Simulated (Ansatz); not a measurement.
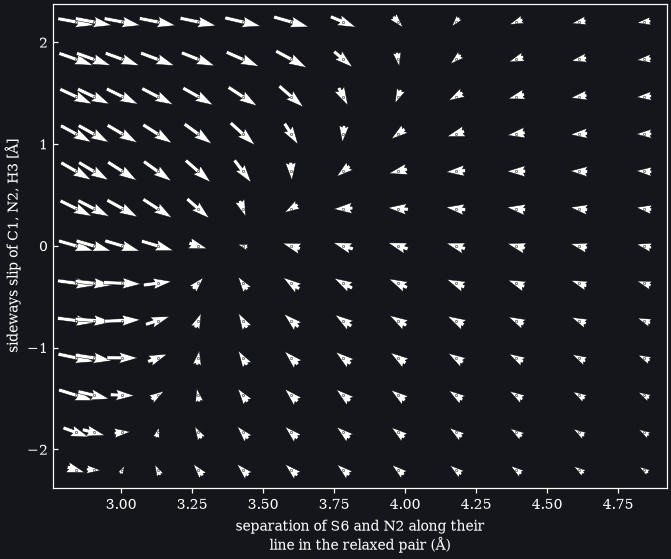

The pair CHN···CS₂. First axis: separation of S6 and N2 along their line in the relaxed pair. Second axis: sideways slip of C1, N2, H3. Nothing is relaxed (both partners rigid). The scan uses a 13 × 13 grid. Points are written as (first, second). The restricted reference is unstable at some or all points, so the energies there are unreliable. Computed with RHF-MP2, frozen core/def2-SVPD (Ansatz).

The picture shows dots at the grid points, arrows along the force (downhill), their lengths compressed.

The arrows alone are given. Where is the energy lowest?

The arrows converge at about (3.381 Å, 0.00 Å) (read from the interpolated surface).

The energy map of the same scan:

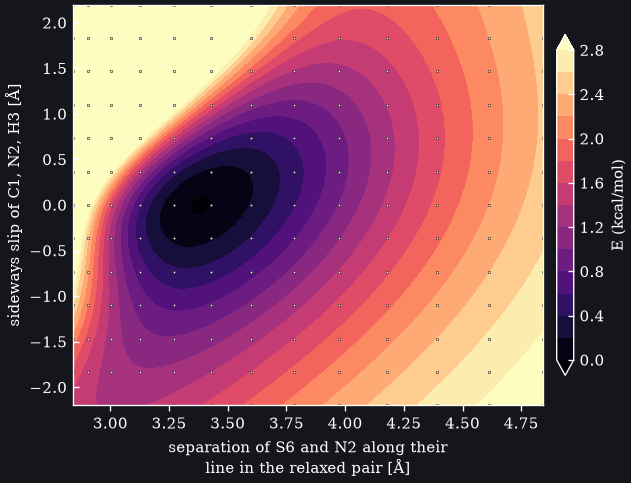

Energies are in kcal/mol, from the lowest grid point; between grid points the surface is interpolated.
